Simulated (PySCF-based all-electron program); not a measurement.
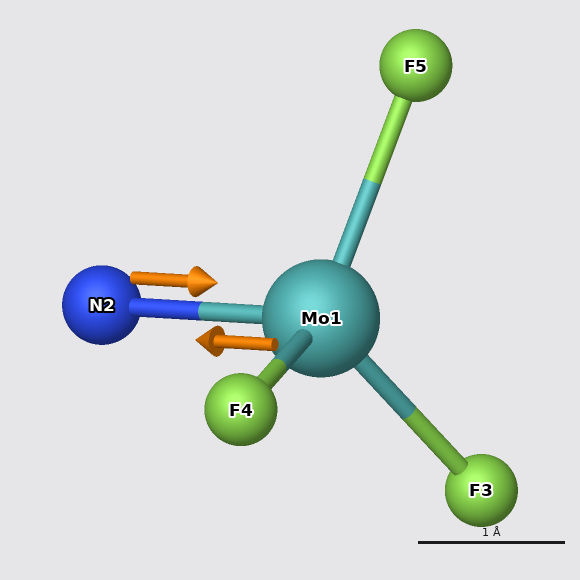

Arrows show the forces on the atoms, 0.1 Å of arrow for 1 eV/Å; forces under a tenth of the largest aren't drawn. Charge 0, singlet. Level of theory: r2SCAN, all-electron, scalar-relativistic (Koelling-Harmon), large uncontracted Gaussian sets (PySCF-based all-electron program).

Along which bond is the force strongest?

Answer. Mo1–N2, now 1.805 Å: the forces pull its atoms together, so a first step downhill shortens it.

List the force components in the frame of the picture (x right, y up, z towards the viewer), in eV/Å.

| atom | Fx | Fy | Fz |
| --- | --- | --- | --- |
| Mo1 | −5.50 | 0.33 | −3.61 |
| N2 | 5.83 | −0.35 | 3.82 |
| F3 | −0.36 | 0.43 | 0.35 |
| F4 | 0.23 | 0.22 | −0.58 |
| F5 | −0.20 | −0.63 | 0.01 |
